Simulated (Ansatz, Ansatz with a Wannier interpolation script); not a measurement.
# Settings in Wannier-interpolated G0W0: YVO4 (I4_1/amd)

How do the Wannier model and the GW settings move the interpolated bands of YVO4 (I4_1/amd)?

Main program and level: Ansatz 0.2.0; maximally localised Wannier functions, LDA, plane waves, PAW; PAW set soft_1.

### 1. The starting structure

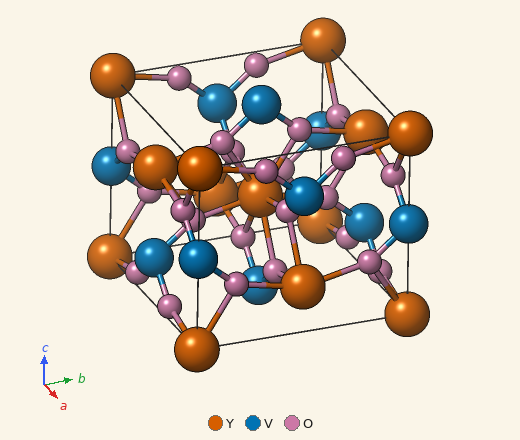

The cell as given, slightly off an axis (yttrium orange, vanadium blue, oxygen pink). This picture shows the conventional cell, with its axes. Some periodic images of atoms are drawn too.

Geometry: measured cell, ions relaxed with LDA. The runs that relaxed it are not among those shown.

### 2. Wannier model on 8×8×8

Localised functions give a small Hamiltonian that interpolates between mesh points at no cost.

File input.yaml:

```yaml
crystal:
  lattice:
    - [-3.55, 3.55, 3.135]
    - [3.55, -3.55, 3.135]
    - [3.55, 3.55, -3.135]
  atoms:
    - { symbol: "Y", position: [0.0, 0.0, 0.0] }
    - { symbol: "Y", position: [0.75, 0.25, 0.5] }
    - { symbol: V, position: [0.5, 0.5, 0.0] }
    - { symbol: V, position: [0.25, 0.75, 0.5] }
    - { symbol: O, position: [0.5094362024, 0.3255804878, 0.1838557146] }
    - { symbol: O, position: [0.0755804878, 0.3917247732, 0.3161442854] }
    - { symbol: O, position: [0.1417247732, 0.3255804878, 0.8161442854] }
    - { symbol: O, position: [0.0755804878, 0.7594362024, 0.6838557146] }
    - { symbol: O, position: [0.2405637976, 0.9244195122, 0.3161442854] }
    - { symbol: O, position: [0.6744195122, 0.4905637976, 0.8161442854] }
    - { symbol: O, position: [0.6082752268, 0.9244195122, 0.6838557146] }
    - { symbol: O, position: [0.6744195122, 0.8582752268, 0.1838557146] }
kpoints:
  mp_grid: { grid: [4, 4, 4] }
hamiltonian:
  xc: lda
  pseudopotentials: { kind: paw, azcp: { folder: soft_1 }, xc_functional: pbe }
scf:
  occupations: { method: fixed }
  n_extra_bands: 84
output:
  wannier:
    kmesh: [8, 8, 8]
    projections: [{ species: O, l: p, shell: 2 }, { species: V, l: d, shell: 3 }]
    minimise: true
    write_hr: true
    seedname: w
    conv_tol: 1.0e-06
    max_iter: 20000
    stability_check: false
    disentanglement:
      window: [1.62, 14.21]
      frozen_window: [1.62, 11.21]
      conv_tol: 1.0e-08
```

Launch:

```bash
$ ansatz run input.yaml --threads 4 --pin off --max-ram 18432MiB --backend cpu --events-out ev --progress --plain --runs-dir out
```

Numbers of over 12 decimals in the logs are rounded to 6 here.

Output:

```text
scf.n_extra_bands = 84 over 48 filled bands (N_el = 96.0): the run solves 132 bands
Engine: ansatz 0.2.0, aarch64-unknown-linux-gnu
Pseudopotentials: kind: paw
Pseudopotential: Y, paw, valence charge 11, recommended cutoff 420 eV (normal), soft_1/Y.paw.azcp
Pseudopotential: V, paw, valence charge 13, recommended cutoff 420 eV (normal), soft_1/V.paw.azcp
Pseudopotential: O, paw, valence charge 6, recommended cutoff 420 eV (normal), soft_1/O.paw.azcp
Functional definition: SPW92
  exchange = slater_x
  correlation = pw_c
Crystal: 12 atoms, lattice volume = 158.035 Å³
Basis set: ecut = 420 eV, 3063 PW (Γ)
Bands: 132, of which v1, the nominal top of the filled ones, is band 48 counted from 1 (47 counted from 0)
Symmetry: 16 space group operations
Space group: I41/amd (ITA 141), of the structure as read, at distance tolerance 5.4e-5 Å
k-points: 13 of 64
Non-local potential: Y, projectors of the file, l = 0: 3, l = 1: 2, l = 2: 2, l = 3: 1
Non-local potential: V, projectors of the file, l = 0: 3, l = 1: 2, l = 2: 3, l = 3: 1
Non-local potential: O, projectors of the file, l = 0: 2, l = 1: 2, l = 2: 1
PAW form: soft (Blöchl's): semilocal exchange-correlation on the pseudo side does not see the compensation charge
PAW frozen core: Y, regenerated for the run's functional, and the local potential with it (the file was generated under x = pbe(κ = 0.804, μ = 0.219515), c = pbe(β = 0.066725))
PAW frozen core: V, regenerated for the run's functional, and the local potential with it (the file was generated under x = pbe(κ = 0.804, μ = 0.219515), c = pbe(β = 0.066725))
PAW frozen core: O, regenerated for the run's functional, and the local potential with it (the file was generated under x = pbe(κ = 0.804, μ = 0.219515), c = pbe(β = 0.066725))
PAW one-centre angular grid: Y, 590 points (default); XC on 64 Gauss nodes
PAW one-centre angular grid: V, 590 points (default); XC on 64 Gauss nodes
PAW one-centre angular grid: O, 110 points (default); XC on 64 Gauss nodes
Initial density: superposition of atomic densities (chi_scale 0.1, normalization cell, long waves kept (reshape's long-wave potential 0.00 eV rms))
Initial wavefunctions: pseudopotential atomic-orbital guess
Functional: x = slater, c = lda
SCF iter   1: F=—  HF=-17672.599969 eV  |F-HF|=—  |Δ(HF+E_count)|=         —  Δρ=5.34e-2  dr2=5.14e0  ethr=3.10e-3  ⟨swp⟩=4.0  Hψ=5414  notcnv=0  defer=1037
preconditioner: auto → Resta (q_TF=auto, 2.511 Å⁻¹)  ε∞=1.9  [insulator: Δε(μ)=2.498 eV  Ē_g=27.088 eV  n_scr=46 (ndim 8)  ℏωp=25.8 eV  f_vac=0.000  ε∞_Penn≈1.9]
SCF iter   2: F=—  HF=-17671.532870 eV  |F-HF|=—  |Δ(HF+E_count)|=    1.07e0  Δρ=3.67e-2  dr2=2.58e0  ethr=3.10e-3  ⟨swp⟩=2.0  Hψ=2035  notcnv=0  defer=1033
[...]
E_kinetic    = 2558.886804
  E_local      = -7421.004018  (includes V_loc(G=0)·N_el)
  E_nonlocal   = 659.452132
  E_hartree    = 2808.884551
  E_xc         = -1145.245211
  E_vxc        = -1424.058668  (∫ρ·V_xc dr)
  E_paw        = -8786.054612  (= ΣΔE_a)
  E_vpaw       = -856.224910  (= ΣTr[D̂ρ^β])
  E_aug_tail   = 0.009001  (compensation charges beyond the density's cutoff)
  E_ewald      = -6348.092738
  E_core_change = 2.126842  (= ΣΔE_core)
  E_smearing   = -0.000000  (= −TS)
  E_closure    = 0.000000  (closes the sum)
  Σ components = -17671.037249   (vs F -17671.037249, Δ=0.00e0)
--- Band table (eV; the first three rows and the last of 13) ---
  k-point 0: bands = [... 44 lower, 5.6118, 5.6155, 5.6155, 6.0168, 8.9123, 9.6568, 9.8822, 9.9454, ... 80 higher]
  k-point 1: bands = [... 44 lower, 5.4166, 5.4868, 5.6318, 5.8850, 9.1805, 9.6645, 9.7769, 10.0229, ... 80 higher]
  k-point 2: bands = [... 44 lower, 5.2298, 5.2298, 5.6467, 5.6467, 9.6386, 9.6386, 9.8147, 9.8147, ... 80 higher]
  k-point 12: bands = [... 44 lower, 5.1966, 5.1966, 5.4503, 5.4503, 9.6981, 9.6981, 10.0022, 10.0022, ... 80 higher]
Wannier search: line search 1 of at most 20000: gauge-dependent spread (as the search counts it) 1.2208825 Å², largest recent change 4.7e-2 Å² against conv_tol 1.0e-6 Å², 0 stops escaped
Wannier search: line search 100 of at most 20000: gauge-dependent spread (as the search counts it) 1.0475838 Å², largest recent change 6.9e-5 Å² against conv_tol 1.0e-6 Å², 0 stops escaped
Wannier search: line search 200 of at most 20000: gauge-dependent spread (as the search counts it) 1.0426468 Å², largest recent change 4.2e-5 Å² against conv_tol 1.0e-6 Å², 0 stops escaped
Wannier search: line search 300 of at most 20000: gauge-dependent spread (as the search counts it) 1.0382423 Å², largest recent change 5.3e-5 Å² against conv_tol 1.0e-6 Å², 0 stops escaped
Wannier search: line search 400 of at most 20000: gauge-dependent spread (as the search counts it) 1.0344261 Å², largest recent change 4.6e-5 Å² against conv_tol 1.0e-6 Å², 0 stops escaped
Wannier search: line search 500 of at most 20000: gauge-dependent spread (as the search counts it) 1.0312095 Å², largest recent change 2.7e-5 Å² against conv_tol 1.0e-6 Å², 0 stops escaped
Wannier search: line search 600 of at most 20000: gauge-dependent spread (as the search counts it) 1.0284512 Å², largest recent change 3.3e-5 Å² against conv_tol 1.0e-6 Å², 0 stops escaped
Wannier search: line search 700 of at most 20000: gauge-dependent spread (as the search counts it) 1.0261478 Å², largest recent change 2.7e-5 Å² against conv_tol 1.0e-6 Å², 0 stops escaped
[...]
Wannier search: line search 1700 of at most 20000: gauge-dependent spread (as the search counts it) 1.0172256 Å², largest recent change 2.3e-6 Å² against conv_tol 1.0e-6 Å², 0 stops escaped
Wannier search: line search 1800 of at most 20000: gauge-dependent spread (as the search counts it) 1.0169978 Å², largest recent change 2.6e-6 Å² against conv_tol 1.0e-6 Å², 0 stops escaped
Wannier search: line search 1900 of at most 20000: gauge-dependent spread (as the search counts it) 1.0168158 Å², largest recent change 2.1e-6 Å² against conv_tol 1.0e-6 Å², 0 stops escaped
Wannier search: line search 2000 of at most 20000: gauge-dependent spread (as the search counts it) 1.0166721 Å², largest recent change 1.2e-6 Å² against conv_tol 1.0e-6 Å², 0 stops escaped
[key lines of the parts left out:]
SCF converged after 9 iterations
Free energy (F): -17671.037249 eV
Fermi energy:    6.016796 eV
```

It took 3.4 min on 4 threads of Arm Neoverse V2, shared host; peak memory 4.9 GiB.

In the SCF lines HF is the Harris–Foulkes energy and dr2 the Hartree energy of the density residual, in eV; the loop may stop once dr2 is under the threshold and the program's other checks hold. Hψ counts applications of the Hamiltonian.

This step gave:

| Quantity | Value |
| --- | --- |
| gauge-invariant spread | 34.00 Å² |
| diagonal spread | 0.006281 Å² |
| off-diagonal spread | 1.010 Å² |
| total spread | 35.01 Å² |
| least projectability | 0.6232 |
| localisation steps | 2072 |
| disentanglement steps | 106 |
| r.m.s. interpolation error | 2.01e-4 eV |
| r.m.s. error near the gap | 2.58e-4 eV |

Near the gap the model misses directly solved bands by 0.3 meV r.m.s. and by 5 meV at most in the window tested. This tests the starting bands, not the corrections carried with them.

### 3. G0W0: 4×4×4 mesh, 659 empty bands, screening to 150 eV, PAW set soft_1 files

G0W0 replaces the xc potential by the self-energy, built once from these orbitals. Only a window of levels is corrected, while the sums run over the empty bands that the input names.

This step: G0W0 on LDA, plane waves, PAW; PAW set soft_1.

Changes to input.yaml since step 2:

```diff
@@ -25,16 +25,6 @@
   occupations: { method: fixed }
-  n_extra_bands: 84
-output:
-  wannier:
-    kmesh: [8, 8, 8]
-    projections: [{ species: O, l: p, shell: 2 }, { species: V, l: d, shell: 3 }]
-    minimise: true
-    write_hr: true
-    seedname: w
-    conv_tol: 1.0e-06
-    max_iter: 20000
-    stability_check: false
-    disentanglement:
-      window: [1.62, 14.21]
-      frozen_window: [1.62, 11.21]
-      conv_tol: 1.0e-08
+gw:
+  n_empty_bands: 659
+  ecut_chi: 150.0
+  qp_bands: [v24, c8]
+  screening: { model: contour_deformation }
```

Output:

```text
[...]
Crystal: 12 atoms, lattice volume = 158.035 Å³
Basis set: ecut = 420 eV, 3063 PW (Γ)
Bands: 60, of which v1, the nominal top of the filled ones, is band 48 counted from 1 (47 counted from 0)
[... 1 set-up line as in the run before ...]
[...]
k-points: 13 of 64
[...]
0    32      3.1554   -24.7796     4.6382   -19.5233  0.7153     2.5269     2.5373  root
[...]
12    53     10.8164   -16.2903    -5.8324   -23.8758  0.7399    12.6256    12.5694  root
    12    54     10.8164   -16.2903    -5.8324   -23.8758  0.7399    12.6256    12.5694  root
    12    55     11.2900   -15.8869    -5.6943   -23.3173  0.7481    13.0801    13.0262  root
    12    56     11.2900   -15.8869    -5.6943   -23.3173  0.7481    13.0801    13.0262  root
[key lines of the parts left out:]
SCF converged after 9 iterations
Free energy (F): -17671.037249 eV
Fermi energy:    6.016825 eV
```

Run time: 54 min. Hardware: 4 threads; peak memory 3.5 GiB.

The G0W0 gap on the mesh is 5.175 eV.

### 4. G0W0: 2×2×2 mesh, 659 empty bands, screening to 150 eV, PAW set soft_1 files

Changes to input.yaml since step 3:

```diff
@@ -19,3 +19,3 @@
 kpoints:
-  mp_grid: { grid: [4, 4, 4] }
+  mp_grid: { grid: [2, 2, 2] }
 hamiltonian:
```

Output:

```text
[...]
Crystal: 12 atoms, lattice volume = 158.035 Å³
Basis set: ecut = 420 eV, 3063 PW (Γ)
Bands: 60, of which v1, the nominal top of the filled ones, is band 48 counted from 1 (47 counted from 0)
[... 1 set-up line as in the run before ...]
[...]
k-points: 4 of 8
[...]
0    32      3.1562   -24.8037     4.6624   -19.5197  0.7138     2.5262     2.5346  root
[...]
3    53     10.8159   -16.2520    -5.8762   -23.8764  0.7390    12.6221    12.5641  root
     3    54     10.8159   -16.2520    -5.8762   -23.8764  0.7390    12.6221    12.5641  root
     3    55     11.2893   -15.8446    -5.7411   -23.3180  0.7472    13.0755    13.0216  root
     3    56     11.2893   -15.8446    -5.7411   -23.3180  0.7472    13.0755    13.0216  root
[key lines of the parts left out:]
SCF converged after 9 iterations
Free energy (F): -17671.027386 eV
Fermi energy:    6.018459 eV
```

Run time: 2.5 min. Hardware: 4 threads; peak memory 3.3 GiB.

The G0W0 gap on the mesh is 5.175 eV.

### 5. G0W0: 4×4×4 mesh, 306 empty bands, screening to 90 eV, PAW set soft_1 files

Changes to input.yaml since step 4:

```diff
@@ -19,3 +19,3 @@
 kpoints:
-  mp_grid: { grid: [2, 2, 2] }
+  mp_grid: { grid: [4, 4, 4] }
 hamiltonian:
@@ -26,4 +26,4 @@
 gw:
-  n_empty_bands: 659
-  ecut_chi: 150.0
+  n_empty_bands: 306
+  ecut_chi: 90
   qp_bands: [v24, c8]
```

Output:

```text
[...]
Crystal: 12 atoms, lattice volume = 158.035 Å³
Basis set: ecut = 420 eV, 3063 PW (Γ)
Bands: 60, of which v1, the nominal top of the filled ones, is band 48 counted from 1 (47 counted from 0)
[... 1 set-up line as in the run before ...]
[...]
k-points: 13 of 64
[...]
0    54     11.3993   -17.1553    -5.8439   -25.0642  0.7293    13.5672    13.4642  root ?
[...]
12    53     10.8164   -16.2903    -5.5665   -23.8758  0.7445    12.9130    12.8353  root
    12    54     10.8164   -16.2903    -5.5665   -23.8758  0.7445    12.9130    12.8353  root
    12    55     11.2900   -15.8869    -5.4334   -23.3173  0.7525    13.3611    13.2871  root
    12    56     11.2900   -15.8869    -5.4334   -23.3173  0.7525    13.3611    13.2871  root
[key lines of the parts left out:]
SCF converged after 9 iterations
Free energy (F): -17671.037249 eV
Fermi energy:    6.016825 eV
```

Elapsed: 9.5 min, on 4 threads; peak memory 1.4 GiB.

The G0W0 gap on the mesh is 5.193 eV.

### 6. Interpolated results

Times are wall times on 4 threads of Arm Neoverse V2, shared host, good to a factor of about two.

```csv
GW mesh,empty bands,cutoff (eV),frequency,gap on mesh (eV),gap over zone (eV),direct gap (eV),valence width (eV),GW time
4×4×4,659,150,contour deformation,5.175,5.175,5.175,4.118,54 min
2×2×2,659,150,contour deformation,5.175,5.178,5.178,4.142,2.5 min
4×4×4,306,90,contour deformation,5.193,5.193,5.193,4.194,9.5 min
```

### 7. Results

```json
{
 "4×4×4 mesh, 659 empty bands, screening to 150 eV, PAW set soft_1 files": "5.17 eV",
 "2×2×2 mesh, 659 empty bands, screening to 150 eV, PAW set soft_1 files": "5.18 eV",
 "4×4×4 mesh, 306 empty bands, screening to 90 eV, PAW set soft_1 files": "5.19 eV"
}
```

The largest change, +0.02 eV in the gap over the zone, comes with 4×4×4 mesh, 306 empty bands, screening to 90 eV, PAW set soft_1 files. The first run is a reference, not a converged one, and where a row moves several settings no single cause can be named. Rows on another GW mesh add that mesh's corrections to the bands of the one model. With 2×2×2 mesh, 659 empty bands, screening to 150 eV, PAW set soft_1 files the gap over the zone moves by +0.003 eV and that on the mesh by +0.001 eV. With 4×4×4 mesh, 306 empty bands, screening to 90 eV, PAW set soft_1 files the gap over the zone moves by +0.02 eV and that on the mesh by +0.02 eV. Gaps over the zone and on the mesh differ where an edge lies off the mesh, or where a GW run starts from another density: the starting gap over the zone is 2.896 eV, on the GW meshes it is 2.896 eV and 2.893 eV. The runs have no spin polarisation. For a closed low-spin shell that is the natural state; where a d or f shell is open it is a constraint, and the gap is then not the crystal's own. The many-body steps are scalar-relativistic: spin-orbit coupling is not in them.

[Paths, hosts, dates, memory and timing lines, banners, echoed tables and standing remarks are left out of the program output.]

[Logs are printed without paths, hosts, clocks, repeated set-up lines and the standing remarks that a program may print on its own settings, such as how far it seeks lower states.]

[Runs of the session that timed out or met a known fault of the program may be left out.]

[Hosts, paths, dates, database ids (printed as entryN), source tags and the programs' standing remarks are cut or masked in the printed files.]
